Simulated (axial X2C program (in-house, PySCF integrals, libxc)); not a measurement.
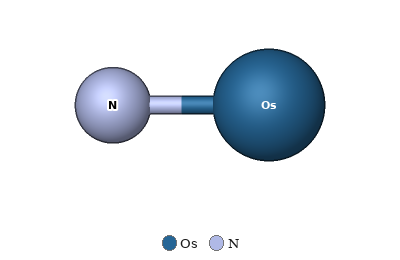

Figure 1. The molecule at the reference distance of 1.643 Å.

Run report: OsN, relativistic diatomic calculation

- system: OsN. The reference is closed-shell OsN⁻; the roots are the vertical energies to take an electron from it, which leaves states of OsN. The distance is the PBE0 minimum at charge −1.
- method: EOM-IP-CCSD, two-component X2C with atomic mean-field Coulomb and Gaunt terms, Os dyall-acv3z, N dyall-av3z (cores contracted) (axial X2C program (in-house, PySCF integrals, libxc))

Summary:

- outcome: converged
- HF energy of the reference OsN⁻: −17304.55219 hartree
- MP2 energy of the reference OsN⁻: −17305.15659 hartree
- CCSD energy of the reference OsN⁻ (with the MP2 share of the virtual spinors left out of the coupled-cluster step): −17305.09795 hartree
- CCSD(T) energy of the reference OsN⁻: −17305.13595 hartree
- T1 diagnostic (spinor form; for a closed shell √2 times the usual value): 0.065
- hardware: 1 thread of Intel Xeon @ 2.90GHz (Ice Lake), 128 GiB of memory available, shared host
- wall time: 29 s
- peak memory: 0.9 GiB

Input:
```
{"zs": [76, 7], "q": 0, "bas": ["dyall-acv3z", "dyall-av3z"], "r0": 1.76, "eom": "ip", "rq": -1, "thr": -2.0, "nmax": 95, "grid": [1, 0.96, 1.045, 0.92, 1.09, 1.15]}
```

The line is the task of a batch: nuclear charges, charge, bases, a first guess of the distance and further settings. This report covers the levels named above. The log is that of the reference distance 1.643 Å.

Launched within a batch (the task file carries these settings):
```bash
python <driver script> task.json out
```

Output:
```
two-component X2C + atomic mean field  HF
basis functions 244  fitting functions 1216  grid points 5073
iter        total energy     max residual
   1     -17304.501572487     1.14e+00
   2     -17304.547121741     1.48e-02
   3     -17304.547519318     1.52e-02
   4     -17304.550466619     8.15e-03
   5     -17304.551563493     2.41e-03
   6     -17304.551834668     8.65e-04
   7     -17304.551972675     5.50e-04
   8     -17304.552036357     4.06e-04
   9     -17304.552104077     3.35e-04
  10     -17304.552151807     3.07e-04
  11     -17304.552177616     1.41e-04
  12     -17304.552189877     5.21e-05
  13     -17304.552191135     4.38e-05
  14     -17304.552191504     2.54e-05
  15     -17304.552191645     5.98e-06
  16     -17304.552191656     5.65e-06
  17     -17304.552191658     2.52e-06
  18     -17304.552191658     2.09e-06
  19     -17304.552191659     1.07e-06
converged
one-electron -24083.61536794  Coulomb 6969.07542257  exact exchange -345.95722060  xc functional 0.00000000  nuclear repulsion 171.34648582  atomic mean-field constant -15.40151150
correlated 14  virtual 312  natural virtual 92  E(MP2) -0.604395106  MP2 remainder -0.048355854
iter   CCSD correlation   residual
   1     -0.434732504   4.46e-01
   2     -0.487983402   2.87e-01
   3     -0.493893230   6.51e-02
   4     -0.496394198   3.35e-02
   5     -0.497248409   1.28e-02
   6     -0.497394763   6.99e-03
   7     -0.497241498   4.69e-03
   8     -0.497352888   3.00e-03
   9     -0.497423086   1.91e-03
  10     -0.497360609   1.11e-03
  11     -0.497414387   6.43e-04
  12     -0.497402499   3.47e-04
  13     -0.497398717   1.79e-04
  14     -0.497400784   9.06e-05
  15     -0.497398497   4.64e-05
  16     -0.497400243   2.11e-05
  17     -0.497400228   1.07e-05
(T) -0.03800034397832916  T1 0.0647  D1 0.1193  max T2 0.102
EOM-IP-CCSD roots
2*Omega      energy/Eh   energy/eV  one-particle weight
    1       0.08592831      2.3382      0.963
    1       0.22785112      6.2001      0.002
    1       0.23104972      6.2872      0.819
    1       0.23960420      6.5200      0.044
    3       0.09074021      2.4692      0.898
    3       0.22591480      6.1475      0.112
    3       0.23229538      6.3211      0.763
    5       0.06488741      1.7657      0.903
```

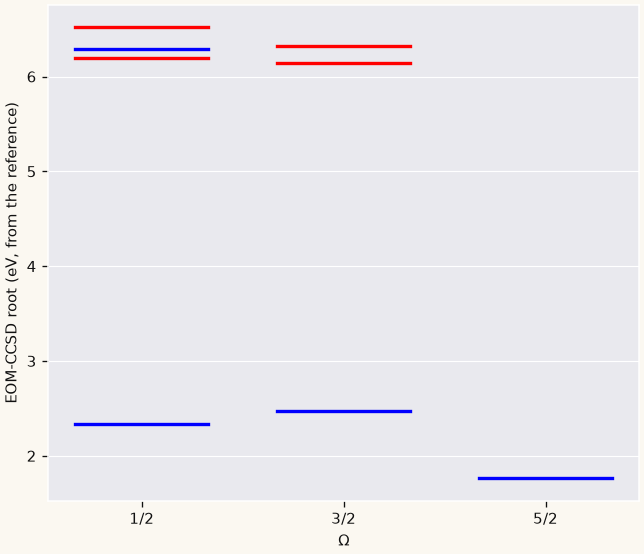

Figure 2. EOM-CCSD roots by Ω at 1.64 Å; roots whose one-particle weight is under 0.8 have the second colour. The lowest has Ω = 5/2 and lies at 1.766 eV, with one-particle weight 0.90. 4 of the 8 roots are less well described at this level.
